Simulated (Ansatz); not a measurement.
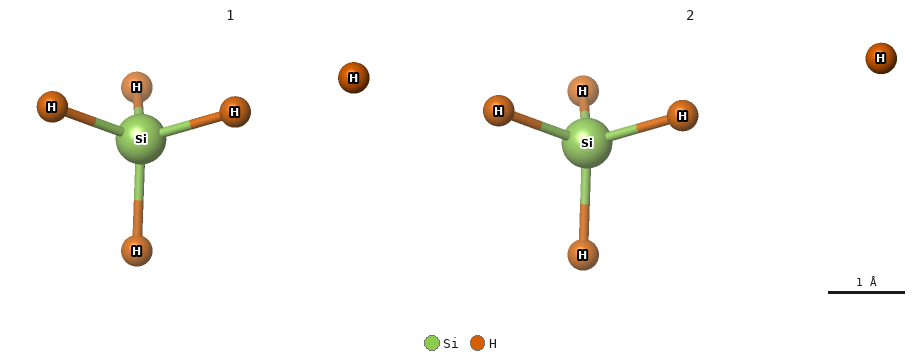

Two geometries of SiH5 (multiplicity 2), drawn at one scale. One is the start of a relaxation, the other its converged end. The picture is a ball-and-stick view, seen at a tilt.

Method: Ansatz, UKS PBE/def2-SVP. Settings: collinear spin; force threshold 0.03 eV/Å; at most 50 steps.

Which geometry has the lower energy?

Answer. Structure 2 is the relaxed one. The run prepares an end point of a later path (reaction) calculation, from a guessed geometry. An H atom moves most after the best rigid fit: 1.06 Å. By element the largest moves are H 1.06 Å, Si 0.22 Å. Some distances before and after: H–Si 1.480 → 1.503 Å. The energy falls by 3.94 kJ/mol in 9 geometry steps. Largest force component: 0.62 eV/Å at the start, 0.0073 eV/Å at the end. The forces were under the threshold at step 4, but the run went on from there.
